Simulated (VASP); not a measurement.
Band structure of Bi$_{2}$Te$_{3}$ (relaxed from the layer:Bi2Te3 structure). All values below come from PBE GGA, VASP's PBE PAW potentials (set 64) (plane waves; VASP 6.6.1).

The cell holds a wide vacuum, so values per volume refer to the whole cell. Unless said otherwise, spin-orbit coupling is left out, though it shifts the bands of the heavy elements here.

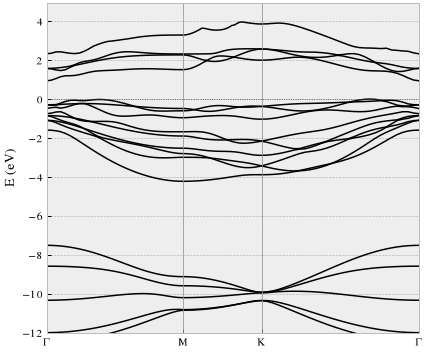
*Bands along high-symmetry lines, zero at the valence-band maximum or, without a gap, the Fermi level*

Task: Read the plot: is there a gap, and where are the band edges?

Result: The gap is indirect, 0.94 eV, from the valence maximum at K-Γ at 0.69 to the conduction minimum at Γ. (Edges off the drawn lines would not show.)

The cell is a sheet with vacuum, built from a generated structure.
